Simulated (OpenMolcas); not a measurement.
# One shape, several levels: C2H6AlCl (dimethylaluminum chloride)

Wanted: a comparison of 6 runs (HF/cc-pVDZ, B2PLYP/cc-pVDZ, B3LYP/cc-pVDZ, BHLYP/cc-pVDZ, M06-L/cc-pVDZ, SVWN5/cc-pVDZ) of C2H6AlCl (dimethylaluminum chloride). 

Program for the calculation: OpenMolcas 26.06.

1 further run of the same task is left out (set aside as unsound or not needed).

## Step 1: Starting point

The species is C2H6AlCl (10 atoms), meant as a singlet with charge 0. As SMILES, `[CH3][Al]([CH3])[Cl]`. The Al2–Cl4 distance was set to 2.748 Å, away from the relaxed value.

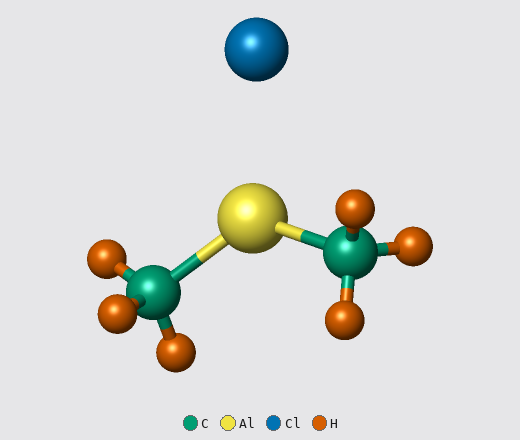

Viewed from a chosen angle; carbon teal, aluminium yellow, chlorine blue, hydrogen orange.

## Step 2: The energy at HF/cc-pVDZ (run 1)

run.inp reads:

```
&GATEWAY
  BasLib=$CurrDir
  Coord
  10
  angstrom
  C       -0.259709       1.835664      -0.661311
  Al       0.005691       0.030864       0.005489
  C        1.000191      -0.454736       1.601389
  Cl      -1.112300      -2.038200      -1.415400
  H       -0.863409       1.861264      -1.570411
  H       -0.752209       2.458864       0.092489
  H        0.701791       2.313064      -0.878111
  H        0.360391      -0.993736       2.307189
  H        1.416691       0.414164       2.116689
  H        1.824891      -1.130036       1.353089
  Basis=cc-pVDZ
  Group=NoSym

&SEWARD

&SCF
  Thresholds=1e-10 1e-07 1e-07 1e-05
  PrOrbitals=1
```

The basis set cc-pVDZ is read from a file made from the Basis Set Exchange's data (not shown).

Run with:

```bash
$ export MOLCAS_MEM=1860
$ pymolcas run.inp > run.log
```

Standard output:

```text
--- Start Module: gateway ---
[...]
--- Stop Module: gateway /rc=_RC_ALL_IS_WELL_ ---
--- Start Module: seward ---
[...]
      Basis functions           94
--- Stop Module: seward /rc=_RC_ALL_IS_WELL_ ---
[...]
--- Start Module: scf ---
[...]
       Convergence after  12 Iterations
[...]
::    Total SCF energy                               -780.6957713004
[...]
      Total spin, S                                     0.0000000000
[...]
      Total electronic charge=   48.000000
      Total            charge=   -0.000000
[...]
      Dipole Moment (debye):
      Origin of the operator (angstrom)=   -0.2951   -0.5316   -0.3763
                   X=  2.4353E+00               Y=  4.5048E+00               Z=  3.0949E+00           Total=  5.9836E+00
      Quadrupole Moment (debye*angstrom):
[...]
--- Stop Module: scf /rc=_RC_ALL_IS_WELL_ ---
[...]
```

It took 10 s on 1 thread of Intel Xeon Platinum 8259CL at 2.50GHz (Skylake/Cascade Lake), shared host; peak memory 0.52 GiB.

## Step 3: A single-point energy at B2PLYP/cc-pVDZ (run 2)

job.inp reads:

```
&gateway
 baslib=$CurrDir
 coord
 10
 angstrom
 C       -0.259709       1.835664      -0.661311
 Al       0.005691       0.030864       0.005489
 C        1.000191      -0.454736       1.601389
 Cl      -1.112300      -2.038200      -1.415400
 H       -0.863409       1.861264      -1.570411
 H       -0.752209       2.458864       0.092489
 H        0.701791       2.313064      -0.878111
 H        0.360391      -0.993736       2.307189
 H        1.416691       0.414164       2.116689
 H        1.824891      -1.130036       1.353089
 basis=cc-pVDZ
 group=NoSym

&seward
 gridinput
 Grid=UltraFine
 End of Grid

&scf
 ksdft=B2PLYP_SCF
 thresholds=1e-10 1e-07 1e-07 1e-05
 prorbitals=1 1

&mbpt2
 frozen=12
```

The basis set cc-pVDZ is read from a file made from the Basis Set Exchange's data (not shown).

Run with:

```bash
$ export MOLCAS_MEM=1860
$ pymolcas job.inp > job.log
```

Standard output:

```text
--- Start Module: gateway ---
[...]
--- Stop Module: gateway /rc=_RC_ALL_IS_WELL_ ---
[...]
      Basis functions           94
[...]
--- Start Module: scf ---
[...]
       Convergence after  12 Iterations
[...]
::    Total KS-DFT energy                            -781.9653984722
[...]
      Total spin, S                                     0.0000000000
[...]
      Total electronic charge=   48.000000
      Total            charge=   -0.000000
[...]
      Dipole Moment (debye):
      Origin of the operator (angstrom)=   -0.2951   -0.5316   -0.3763
                   X=  2.3100E+00               Y=  4.2689E+00               Z=  2.9359E+00           Total=  5.6727E+00
      Quadrupole Moment (debye*angstrom):
[...]
--- Stop Module: scf /rc=_RC_ALL_IS_WELL_ ---
[...]
--- Start Module: mbpt2 ---
[...]
 ###    WARNING: MP2 implementation intended for RHF references only         ###
 ###############################################################################
MBPT2 WARNING: Reference function according to RunFile:KS-DFT
I'll assume you know what you're doing and continue
WARNING!
Default frozen orbitals as non valence orbitals is overwritten by user input.
Default values:   9
[...]
       Reference weight ( Cref**2 )         =        0.77404
::    Total MBPT2 energy                             -782.5644017060
[...]
      Total MBPT2 calculations                           0.42      0.52
--- Stop Module: mbpt2 /rc=_RC_ALL_IS_WELL_ ---
[...]
```

Run time: 40 s. Hardware: 1 thread of Intel Xeon Platinum 8259CL at 2.50GHz (Skylake/Cascade Lake), shared host; peak memory 0.52 GiB.

Run 3 isn't shown in full; the table further down has it.

## Step 4: The energy at BHLYP/cc-pVDZ (run 4)

job.inp reads:

```
* C2H6AlCl Kohn-Sham DFT

&GATEWAY
  BasLib=$CurrDir
  Coord
  10
  angstrom
  C       -0.259709       1.835664      -0.661311
  Al       0.005691       0.030864       0.005489
  C        1.000191      -0.454736       1.601389
  Cl      -1.112300      -2.038200      -1.415400
  H       -0.863409       1.861264      -1.570411
  H       -0.752209       2.458864       0.092489
  H        0.701791       2.313064      -0.878111
  H        0.360391      -0.993736       2.307189
  H        1.416691       0.414164       2.116689
  H        1.824891      -1.130036       1.353089
  Basis=cc-pVDZ
  Group=NoSym

&SEWARD
  GridInput
  Grid=UltraFine
  End of Grid

&SCF
  KSDFT=HYB_GGA_XC_BHANDHLYP
  Thresholds=1e-10 1e-07 1e-07 1e-05
  PrOrbitals=1 1
```

The basis set cc-pVDZ is read from a file made from the Basis Set Exchange's data (not shown).

Run with:

```bash
$ export MOLCAS_MEM=1860
$ pymolcas job.inp > job.log
```

Standard output:

```text
--- Start Module: gateway ---
[...]
--- Stop Module: gateway /rc=_RC_ALL_IS_WELL_ ---
--- Start Module: seward ---
[...]
      Basis functions           94
--- Stop Module: seward /rc=_RC_ALL_IS_WELL_ ---
[...]
--- Start Module: scf ---
[...]
       Convergence after  12 Iterations
[...]
::    Total KS-DFT energy                            -782.4430607166
[...]
      Total spin, S                                     0.0000000000
[...]
      Total electronic charge=   48.000000
      Total            charge=   -0.000000
[...]
      Dipole Moment (debye):
      Origin of the operator (angstrom)=   -0.2951   -0.5316   -0.3763
                   X=  2.3085E+00               Y=  4.2652E+00               Z=  2.9341E+00           Total=  5.6683E+00
      Quadrupole Moment (debye*angstrom):
[...]
--- Stop Module: scf /rc=_RC_ALL_IS_WELL_ ---
[...]
```

Wall time 36 s (1 thread of Intel Xeon Platinum 8259CL at 2.50GHz (Skylake/Cascade Lake), shared host); peak memory 0.52 GiB.

Run 5 isn't shown in full; the table further down has it.

## Step 5: A single-point energy at SVWN5/cc-pVDZ (run 6)

run.inp reads:

```
>>> EXPORT MOLCAS_PRINT=2
&GATEWAY
BasLib=$CurrDir
Coord
10
angstrom
C       -0.259709       1.835664      -0.661311
Al       0.005691       0.030864       0.005489
C        1.000191      -0.454736       1.601389
Cl      -1.112300      -2.038200      -1.415400
H       -0.863409       1.861264      -1.570411
H       -0.752209       2.458864       0.092489
H        0.701791       2.313064      -0.878111
H        0.360391      -0.993736       2.307189
H        1.416691       0.414164       2.116689
H        1.824891      -1.130036       1.353089
Basis=cc-pVDZ
Group=NoSym
&SEWARD
GridInput
Grid=UltraFine
End of Grid
&SCF
KSDFT=SVWN5
Thresholds=1e-10 1e-07 1e-07 1e-05
PrOrbitals=1
```

The basis set cc-pVDZ is read from a file made from the Basis Set Exchange's data (not shown).

Run with:

```bash
$ export MOLCAS_MEM=1860
$ pymolcas run.inp > run.log
```

Standard output:

```text
--- Start Module: gateway ---
[...]
--- Stop Module: gateway /rc=_RC_ALL_IS_WELL_ ---
--- Start Module: seward ---
[...]
      Basis functions           94
--- Stop Module: seward /rc=_RC_ALL_IS_WELL_ ---
[...]
--- Start Module: scf ---
[...]
       Convergence after  15 Iterations
[...]
::    Total KS-DFT energy                            -779.1735915014
[...]
      Total spin, S                                     0.0000000000
[...]
      Total electronic charge=   48.000000
      Total            charge=   -0.000000
[...]
      Dipole Moment (debye):
      Origin of the operator (angstrom)=   -0.2951   -0.5316   -0.3763
                   X=  2.1532E+00               Y=  3.9597E+00               Z=  2.7383E+00           Total=  5.2738E+00
      Quadrupole Moment (debye*angstrom):
[...]
--- Stop Module: scf /rc=_RC_ALL_IS_WELL_ ---
[...]
```

It took 30 s on 1 thread of Intel Xeon Platinum 8259CL at 2.50GHz (Skylake/Cascade Lake), shared host; peak memory 0.52 GiB.

## Step 6: Overview of the runs

```
run           level  frozen core orbitals  integration grid  energy (Eh)  dipole moment (D)  HOMO energy (eV)  LUMO energy (eV)  wall time
  1      HF/cc-pVDZ                     –                 –  -780.695771               5.98            -10.58              1.32       10 s
  2  B2PLYP/cc-pVDZ                    12         UltraFine  -782.127129               5.67             -8.49             -0.37       40 s
  3   B3LYP/cc-pVDZ                     –         UltraFine  -782.534592               5.40             -7.02             -1.58       43 s
  4   BHLYP/cc-pVDZ                     –         UltraFine  -782.443061               5.67             -8.54             -0.64       36 s
  5   M06-L/cc-pVDZ                     –         UltraFine  -782.479551               5.72             -6.22             -1.78       63 s
  6   SVWN5/cc-pVDZ                     –         UltraFine  -779.173592               5.27             -6.05             -2.31       30 s
```

## Step 7: Results

| quantity | value |
| --- | --- |
| run 6: total energy | -779.17359 Eh |
| run 6: dipole moment | 5.27 D |
| run 6: HOMO energy | -6.05 eV |
| run 6: LUMO energy | -2.31 eV |
| run 6: HOMO–LUMO gap | 3.75 eV |

In words: The dipole moment (its size) runs from 5.27 D (SVWN5/cc-pVDZ) to 5.98 D (HF/cc-pVDZ). The HOMO–LUMO gap runs from 3.75 eV (SVWN5/cc-pVDZ) to 11.90 eV (HF/cc-pVDZ). Exact exchange widens orbital gaps. For B2PLYP the log adds the whole second-order term; the table takes 0.27 of it, as the functional is defined. Totals of different functionals can't be ranked against each other. All runs together took 3.7 min, the longest 63 s.
